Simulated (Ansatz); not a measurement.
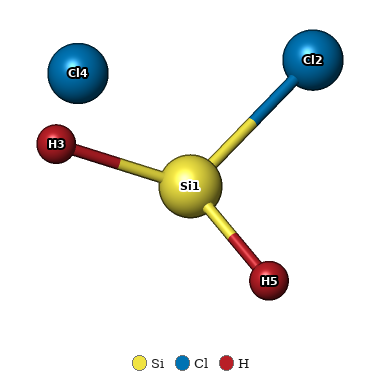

The system is the reacting system Cl₂H₂Si (fragments ClHSi + ClH where the first distance is long, Cl₂H₂Si where the second is long); the picture shows the reference structure. Coordinates scanned: (1) distance Si1–H3 (bond that forms); (2) distance H3–Cl4 (bond that breaks). Relaxed at each point: all other coordinates. Grid: 9 × 9 points. Points are written as (first, second). Energies are in kJ/mol, from the lowest grid point. The reference is spin-restricted, so regions where a bond is pulled apart into radicals lie too high. All numbers below come from Ansatz 0.2.0, RKS r2SCAN-D4/def2-SVP.

Its coordinates:

```xyz
5

Si   -0.3450    0.4527    0.2670
Cl    0.8190    1.9057   -0.5948
H     0.2913   -0.7253    1.0609
Cl    0.7889   -1.9175   -0.1418
H    -1.5542    0.2843   -0.5912
```

Range: distance Si1–H3 (bond that forms) from 1.278 to 2.778 Å; distance H3–Cl4 (bond that breaks) from 1.197 to 2.697 Å.

**What landscape does the calculation give?**

The lowest grid point is at (1.389 Å, 2.697 Å). It lies at the edge of the scanned range, so the true minimum may lie outside. The highest grid point, (1.278 Å, 1.197 Å), lies 545 kJ/mol above the lowest. On the interpolated surface the lowest path from the side where the first distance is long, (2.778 Å, 1.308 Å), to the side where the second distance is long, about (1.47 Å, 2.70 Å), has its top at (1.718 Å, 1.462 Å), about 8.1 kJ/mol above the start and 280 kJ/mol above the end.

| second ↓, first → | 1.278 | 1.389 | 1.543 | 1.718 | 1.909 | 2.112 | 2.325 | 2.547 | 2.778 |
| --- | --- | --- | --- | --- | --- | --- | --- | --- | --- |
| 2.697 | 39 | 0 | 1 | 43 | 111 | 190 | 269 | 343 | 408 |
| 2.466 | 56 | 22 | 28 | 75 | 147 | 228 | 309 | 382 | 445 |
| 2.244 | 93 | 62 | 72 | 122 | 195 | 276 | 356 | 426 | 482 |
| 2.031 | 150 | 120 | 130 | 179 | 249 | 325 | 394 | 447 | 483 |
| 1.828 | 225 | 191 | 196 | 236 | 292 | 346 | 387 | 414 | 432 |
| 1.637 | 308 | 264 | 252 | 269 | 295 | 319 | 339 | 354 | 361 |
| 1.462 | 385 | 324 | 285 | 273 | 275 | 283 | 291 | 296 | 297 |
| 1.308 | 462 | 382 | 322 | 290 | 276 | 272 | 271 | 269 | 265 |
| 1.197 | 545 | 454 | 379 | 335 | 311 | 299 | 292 | 286 | 280 |

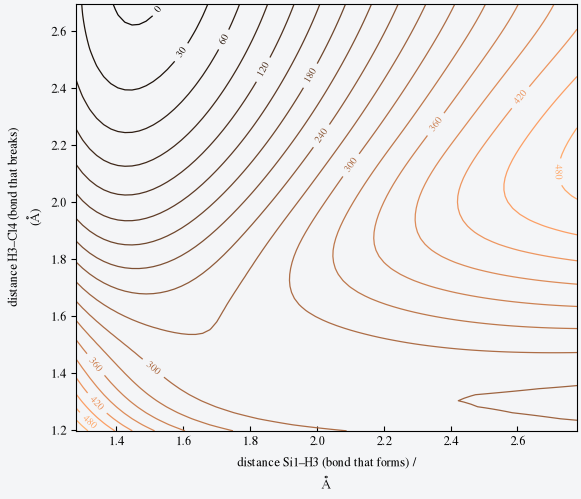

In the figure: contour lines labelled in kJ/mol. Between grid points the surface is interpolated.

Each point was launched as `ansatz run input.yaml --threads 1 --pin off --max-ram 2560MiB --backend cpu --events-out ev --progress --plain --runs-dir out`. The whole map (81 points run) took 21 min on 1 thread of Arm Neoverse N1, on a shared host.
